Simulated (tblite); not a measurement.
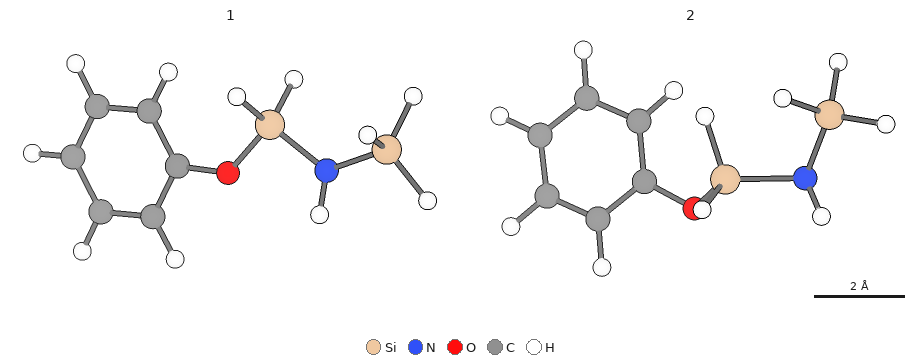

Two geometries of C6H11NOSi2, drawn at one scale. One is the start of a relaxation, the other its converged end. The picture is a ball-and-stick view, seen at a tilt.

Level of theory: GFN2-xTB geometry optimisation, gas phase (tblite 0.8.0). 

> Which of the two is the end point?

Structure 1 is the relaxed one. An H atom moves most after the best rigid fit: 2.55 Å. Largest moves by element: H 2.55 Å, Si 1.26 Å, O 0.89 Å, C 0.74 Å, N 0.57 Å. Some distances before and after: O–Si 1.735 → 1.626 Å, N–Si 1.785 → 1.717 Å, C–O 1.381 → 1.346 Å, H–N 1.039 → 1.006 Å. Bond angles that change, for instance: Si–N–Si 106.8° → 126.5°, Si–O–C 119.4° → 131.6°, N–Si–O 110.9° → 100.7°. Groups turn about C–O by about 50°, O–Si by about 35°. After 243 geometry steps the energy has fallen by 0.961 eV. Cost: 3.2 s on 1 thread of Intel(R) Xeon(R) Platinum 8488C (shared host).
